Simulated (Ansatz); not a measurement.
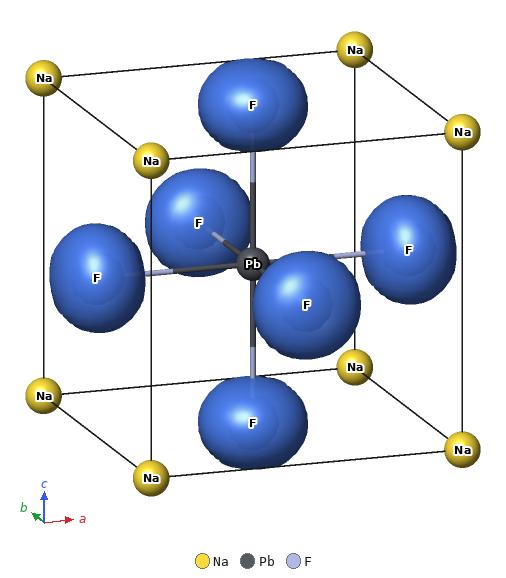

The picture shows: NaPbF$_{3}$. Isosurface of the ELF at 0.75 (blue), seen slightly off an axis. Only the valence region is drawn (cores and ρ < 0.01 e/Å³ removed). Sticks mark near contacts.

Space group Pm-3m; started from the cubic perovskite prototype, which need not be the ambient phase.

These are results of DFT, r2SCAN+rVV10, plane waves, PAW (Ansatz), not measurements.

Core electrons are frozen (PAW), and the valence fields are smoothed inside the atomic spheres.

```
CELL_PARAMETERS angstrom
4.74721 0.00000 0.00000
0.00000 4.74721 0.00000
0.00000 0.00000 4.74721
ATOMIC_POSITIONS crystal
Na 0.00000 0.00000 0.00000
Pb 0.50000 0.50000 0.50000
F 0.50000 0.50000 0.00000
F 0.50000 0.00000 0.50000
F 0.00000 0.50000 0.50000
```

> What do the ELF domains correspond to?

At this value the surface marks out three regions wrapped around F (the valence shell of each), counted in one cell of 5 atoms. Regions shared between cells count once.

Values along the shortest contacts:
Pb–F (2.37 Å): the ELF is about 0.15 at the midpoint; no localised pair shows between them. Na–F (3.36 Å): the ELF is about 0.05 at the midpoint; no localised pair shows between them.
